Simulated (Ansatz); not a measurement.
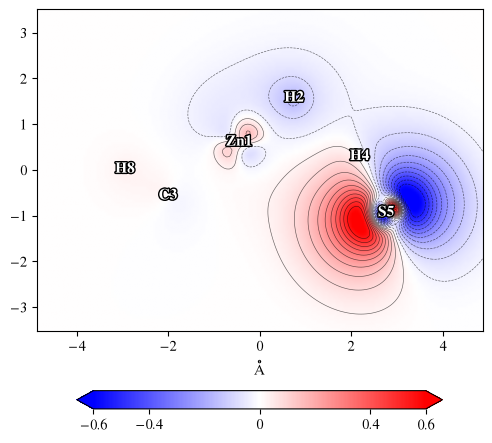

Figure. CH4Zn···H2S. The HOMO on the plane of atoms Zn1, C3 and H8 (values in Å⁻³ᐟ²; the overall sign is arbitrary).

Method: RKS B3LYP-D4/def2-SVP (Ansatz).

```xyz
9

Zn    0.5151   -0.7440    0.3163
H     0.8607   -0.4386    1.7847
C     0.1131   -1.1773   -1.5435
H    -0.2296    1.1188    2.0529
S    -1.1532    2.0695    1.7432
H    -0.9561   -1.4177   -1.6704
H     0.3462   -0.3326   -2.2136
H     0.6964   -2.0486   -1.8857
H    -0.1927    2.9705    1.4158
```

Question: Where does this orbital lie, and at what energy?

Answer: Its weight (Hirshfeld) is mainly on S5 (about 90 %); largely a lone pair of S5. Its energy is −6.92 eV.
